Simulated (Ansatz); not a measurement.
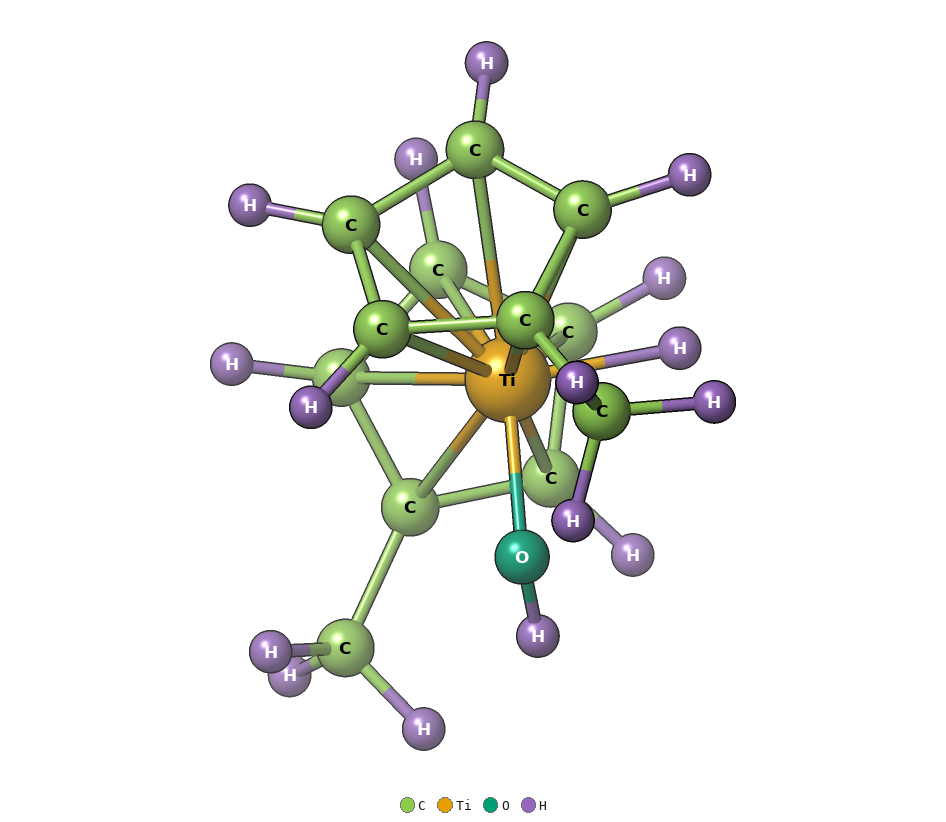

Atoms fade into the background with distance from the viewer. The species is neutral and a spin singlet. The geometry was computed by an optimisation with PBE0-D4/def2-TZVP. No frequency run is at hand to confirm it as a minimum.

**Which symmetry elements does this geometry have?**

It has no symmetry element but the identity, so the point group is C1. The group has 1 operation. The geometry is chiral, and symmetry allows a dipole moment.
